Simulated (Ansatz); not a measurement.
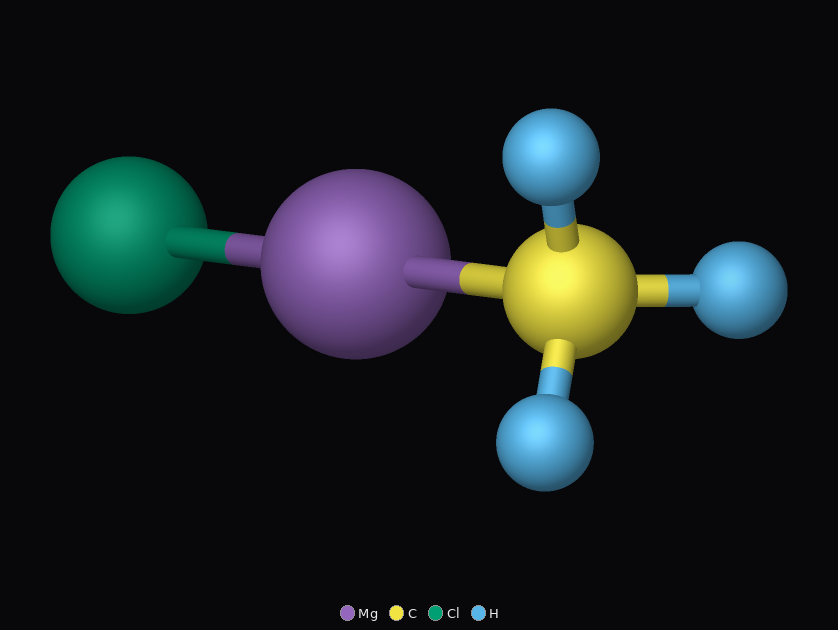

Give the formula.

CH3ClMg, 6 atoms: 1 carbon, 3 hydrogen, 1 chlorine and 1 magnesium.

How many bonds of each kind are drawn?

3 C–H, 1 C–Mg, 1 Cl–Mg. Sticks follow a distance rule.

More results for the same structure follow; atom numbers are the same in all pictures, views and colours differ. The computed structure is the end point of a PBE0-D4/def2-TZVP optimisation.

## Electronic properties

Method: RHF-CCSD(T), frozen core/def2-TZVPP (Ansatz 0.2.0).

Give the T1 diagnostic at this level.

0.007.

## Thermal motion

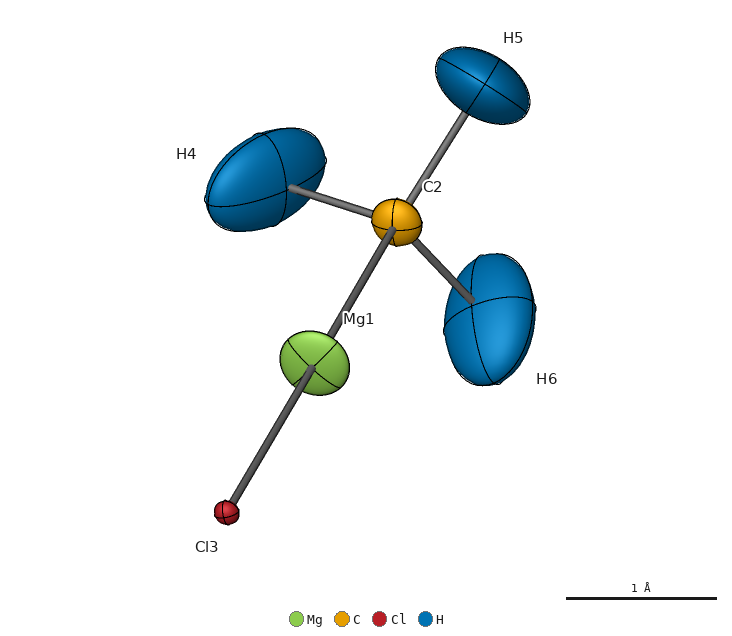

Displacement ellipsoids at the 50 % level, enlarged 1.5 times, from the internal vibrations of the free molecule (harmonic, no overall translation or rotation; no half-axis is drawn under 0.075 Å). Vibrations computed with RKS PBE0-D4/def2-TZVP (Ansatz 0.2.0). Temperature: 200 K.

List U_eq and the three principal root-mean-square amplitudes for each kind of atom.

```json
{"atom": "Mg1", "U_eq (Å²)": "0.0074", "rms amplitudes (Å)": "0.029, 0.103, 0.103"}
{"atom": "C2", "U_eq (Å²)": "0.0045", "rms amplitudes (Å)": "0.049, 0.074, 0.074"}
{"atom": "Cl3", "U_eq (Å²)": "0.0011", "rms amplitudes (Å)": "0.027, 0.036, 0.036"}
{"atom": "H4, H5, H6", "U_eq (Å²)": "0.0257", "rms amplitudes (Å)": "0.091, 0.147, 0.217"}
```

## Charges

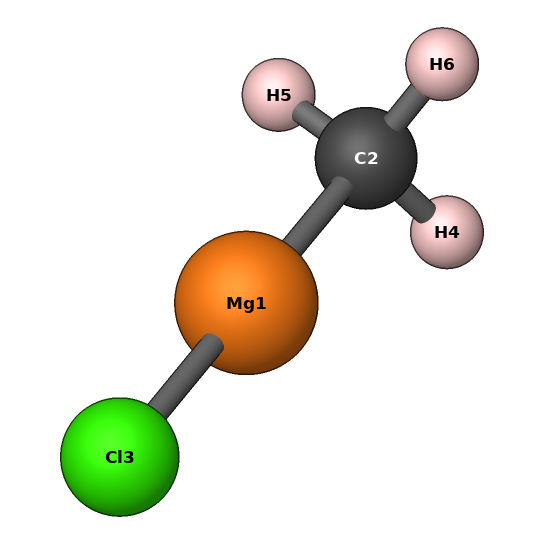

The questions are on Mulliken charges. Method: RKS PBE0-D4/def2-TZVP (Ansatz 0.2.0).

Which atom carries the highest charge (most positive or least negative)?

Mg1 (0.79 e).

And the lowest?

C2 (−0.79 e).

Give the Mulliken charges atom by atom.

```csv
atom,value (e)
Mg1,0.79
C2,−0.79
Cl3,−0.46
H4,0.15
H5,0.15
H6,0.15
```

Mulliken values depend strongly on the basis set and can even reverse the polarity of a bond.
